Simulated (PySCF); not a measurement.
```yaml
atoms:
  - { symbol: C, position_ang: [3.1597, -0.3217, -0.0106] }
  - { symbol: C, position_ang: [1.8367, -0.2263, -0.7579] }
  - { symbol: C, position_ang: [0.6996, 0.2139, 0.1561] }
  - { symbol: O, position_ang: [-0.4743, 0.3585, -0.6198] }
  - { symbol: C, position_ang: [-1.5981, 0.7177, 0.1298] }
  - { symbol: C, position_ang: [-2.2822, -0.3935, 0.9476] }
  - { symbol: Si, position_ang: [-3.2801, 0.1825, -0.5421] }
  - { symbol: H, position_ang: [3.0842, -1.0299, 0.8117] }
  - { symbol: H, position_ang: [3.4399, 0.6475, 0.3964] }
  - { symbol: H, position_ang: [3.9487, -0.6551, -0.6802] }
  - { symbol: H, position_ang: [1.9176, 0.4924, -1.5747] }
  - { symbol: H, position_ang: [1.5784, -1.1937, -1.1918] }
  - { symbol: H, position_ang: [0.5413, -0.5287, 0.9531] }
  - { symbol: H, position_ang: [0.9445, 1.1752, 0.6376] }
  - { symbol: H, position_ang: [-1.4640, 1.6645, 0.6581] }
  - { symbol: H, position_ang: [-1.7913, -1.3562, 0.9019] }
  - { symbol: H, position_ang: [-2.5688, -0.1348, 1.9575] }
  - { symbol: H, position_ang: [-4.4068, 1.0672, -0.3031] }
  - { symbol: H, position_ang: [-3.2949, -0.6701, -1.7120] }
```

Geometry: GFN2-xTB.

Theory: PySCF, PBE0/pcSseg-1, SCF density, gas phase, non-relativistic.

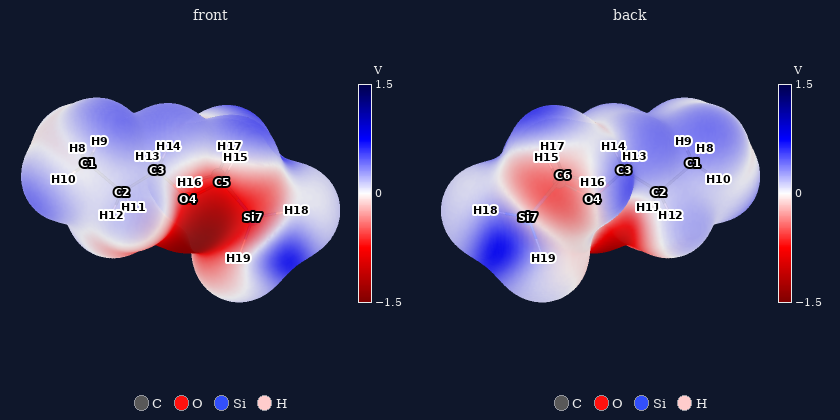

C$_{5}$H$_{12}$OSi. The electrostatic potential painted on the density surface at 0.001 e/bohr³, seen from the front and from behind; red is negative and blue positive.

Q: Which sites attract a positive test charge, and which a negative one?

A: A positive charge is drawn to the negative regions and a negative charge to the positive ones. The most negative region (about −1.4 V) lies over O4, the most positive (about +0.7 V) over Si7. O4 is the likeliest acceptor of a hydrogen bond.

Q: How polar is the molecule by this calculation?

A: Its dipole moment is 0.95 D.
